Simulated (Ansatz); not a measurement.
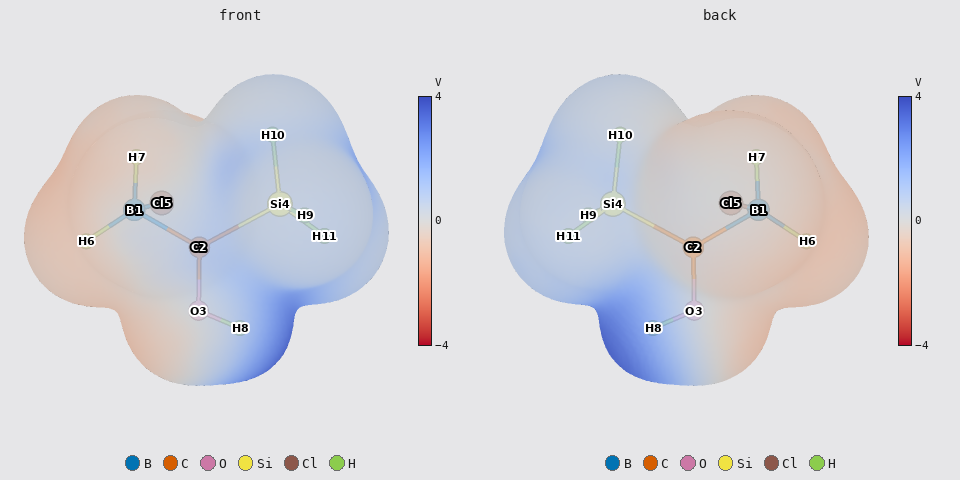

Figure. CH6BClOSi. The molecular electrostatic potential painted on the density surface at 0.002 e/bohr³, seen from the front and from behind; red is negative and blue positive.

Geometry: PBE0-D4/def2-TZVP.

Theory: RKS PBE0-D4/def2-TZVPP (Ansatz).

Input

```
crystal:
  periodic: [false, false, false]
  atoms:
    - {symbol: B, position_ang: [-0.632829, 1.538413, 0.049218]}
    - {symbol: C, position_ang: [-0.396690, 0.018274, 0.333744]}
    - {symbol: O, position_ang: [-1.284703, -0.649387, 1.043719]}
    - {symbol: Si, position_ang: [1.196318, -0.860171, -0.215962]}
    - {symbol: Cl, position_ang: [-1.167430, 0.568235, -1.609313]}
    - {symbol: H, position_ang: [-1.593182, 2.042720, 0.550225]}
    - {symbol: H, position_ang: [0.335277, 2.194986, -0.206377]}
    - {symbol: H, position_ang: [-1.145991, -1.605266, 0.995824]}
    - {symbol: H, position_ang: [2.036437, -0.975408, 1.006804]}
    - {symbol: H, position_ang: [1.890756, -0.096293, -1.268937]}
    - {symbol: H, position_ang: [0.827537, -2.233301, -0.658544]}
basis:
  gaussian: {orbitals: def2-TZVPP}
hamiltonian: {xc: pbe0, dispersion: d4}
output: {orbitals: {seedname: orbitals}}
```

Launched as:

```sh
ansatz run in.yaml --threads 4 --pin off --events-out ev --progress --plain --max-ram 10444MiB
```

Which sites attract a positive test charge, and which a negative one?

A positive charge is drawn to the negative regions and a negative charge to the positive ones. The most negative region (about −0.9 V) lies over O3, the most positive (about +3.3 V) over H8.
